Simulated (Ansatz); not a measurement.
## Electronic structure of C3H5B in real space

```xyz
9

B    -0.5176    1.4400   -0.7760
C    -0.3253   -0.0506   -0.4553
C     1.0232   -0.5562    0.1279
C     0.0664   -0.4996    0.9789
H    -1.2665    1.8032   -1.6544
H     0.0912    2.2732   -0.1432
H     2.0435   -0.7788   -0.1688
H    -0.8909   -0.7937   -1.0415
H    -0.3557   -0.6377    1.9695
```

Theory: RKS B3LYP/def2-SVP (Ansatz).

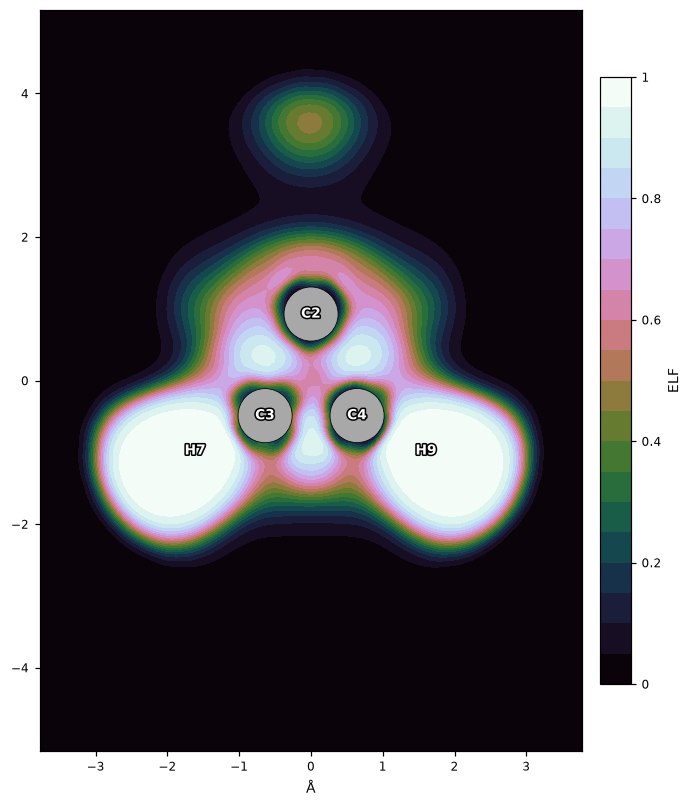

Figure 1. ELF on the plane of atoms C2, C4 and C3. Grey discs cover the atomic cores.

What does the map show?

- Atoms in the plane: C and H.
- C–C (1.28 Å): the ELF peaks at about 0.85 between the atoms (a short, multiple covalent bond).
- C–H (1.09 Å): the ELF climbs to about 1 towards the hydrogen, as it does in any bond to H; a covalent bond by its length.

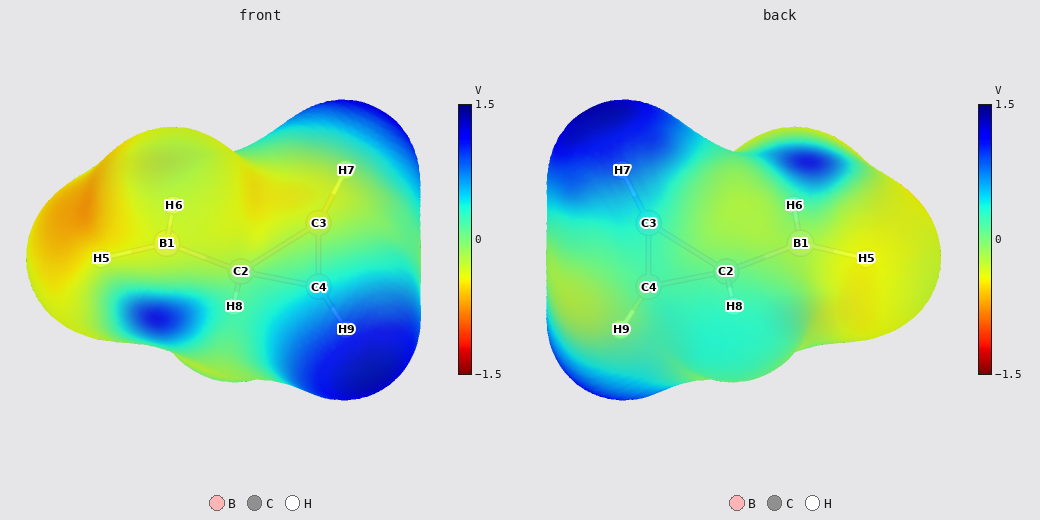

Figure 2. The molecular electrostatic potential painted on the density surface at 0.002 e/bohr³, seen from the front and from behind; the colour scale runs from red (negative) to blue (positive).

Describe the electrostatic potential map.

The most negative region (about −0.7 V, or −16 kcal/mol for a unit charge) lies over H6, the most positive (about +1.4 V, or +32 kcal/mol for a unit charge) over H7 and H9.

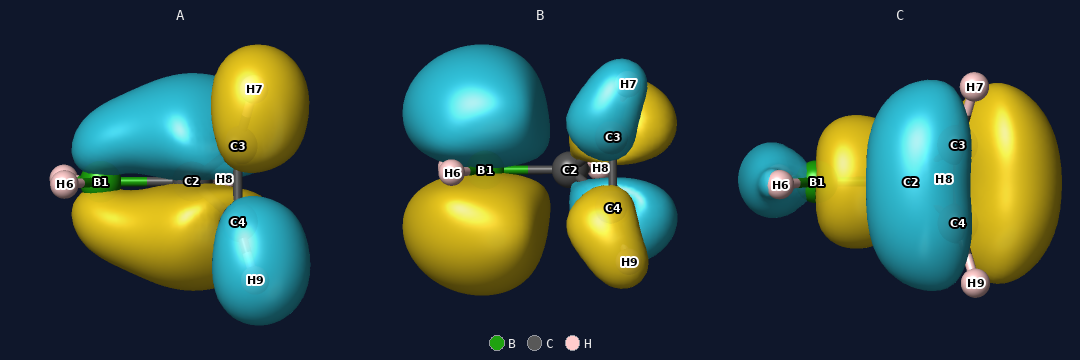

Figure 3. Three frontier orbitals at ±0.08 Å⁻³ᐟ² (yellow and cyan are the two phases), in no order.

Which picture is the HOMO−1, the HOMO and the LUMO?

A is the HOMO−1 (−8.34 eV). By Hirshfeld shares it lies mainly on C2 (about 40 %), C3 (about 20 %), C4 (about 20 %) and B1 (about 10 %). C is the HOMO (−7.06 eV). By Hirshfeld shares it lies mainly on C4 (about 30 %), C3 (about 30 %), C2 (about 15 %), B1 (about 10 %) and H8 (about 10 %). B is the LUMO (−1.39 eV). It lies mainly on B1 (about 50 %), C3 (about 10 %), C4 (about 10 %) and C2 (about 10 %).

What is the HOMO–LUMO gap?

5.67 eV between the orbital energies.
